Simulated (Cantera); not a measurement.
Input: 1 mol CH3SiCl3, 0.031 mol C2H4, 88 mol H2, equilibrated at 0.0440 bar.

Cantera equilibrium calculation (NASA polynomials, part measured and part estimated; ideal gas, pure solids and liquids). Candidate condensed phases: C, C6H6, C7H8, C8H18, Si, SiC; 109 gas species. The feed counts by its element totals alone. The tables' values for SiCl are old estimates; treat these amounts as uncertain. Gases not in the tables: Si2H6 and higher silanes. Kinetics and transport are ignored.

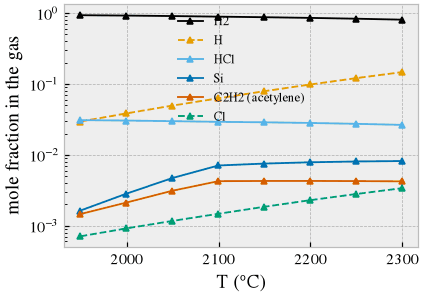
*Equilibrium gas composition (values under 1e-9 drawn at 1e-9)*

Question: Read off the mole fractions at 2200 °C.

Answer: H2 about 0.86, H about 0.098, HCl about 0.028, Si about 0.0079, C2H2 (acetylene) about 0.0043, Cl about 0.0023.
